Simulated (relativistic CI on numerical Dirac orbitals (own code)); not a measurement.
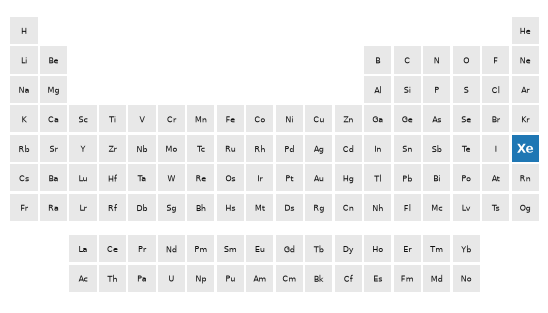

Figure 1. The place of xenon in the periodic table.

Relativistic CI calculation for Xe³⁺

System: Xe³⁺.
Method: Dirac-Coulomb-Breit CI, KLI orbitals optimised for each configuration, model QED (radiative potential, 1s self-energy scaled to tabulated hydrogen-like ionisation energies), numerical settings as typed (relativistic CI on numerical Dirac orbitals, in-house).

### Input file
```
atom Xe  Z=54  charge=5  electrons=49
nucleus A=132  rms_radius_fm=4.7859
hamiltonian dirac-coulomb  breit=on  qed=on  c_scale=1
orbitals kli  potential=per-configuration
slater_scale 1
correlation none
mixing on
grid step=0.0125 r_max=50.3
scf mixing=0.4 start=green max_iterations=95 tolerance=2e-08 node_fill=0.05
configurations
  [Kr] 4d10 5s2 5p3
  [Kr] 4d10 5s 5p4
  [Kr] 4d10 5s2 5p2 5d
  [Kr] 4d10 5p5
  [Kr] 4d10 5s2 5p 5d2
end
```

Launched within a batch (the task file carries these settings):
```bash
python <driver script> task.json out
```

The program writes its results to a structured record and prints no log; tables and figures of this report are taken from that record.

### What the run reported

| quantity | value |
| --- | --- |
| outcome | refused by the program |
| hardware | 1 CPU thread, shared host |

### What went wrong

The input is odd on purpose: charge. The program refused the input; the driver noted: configuration [Kr] 4d10 5s2 5p3 has 51 electrons, the ion has 49.
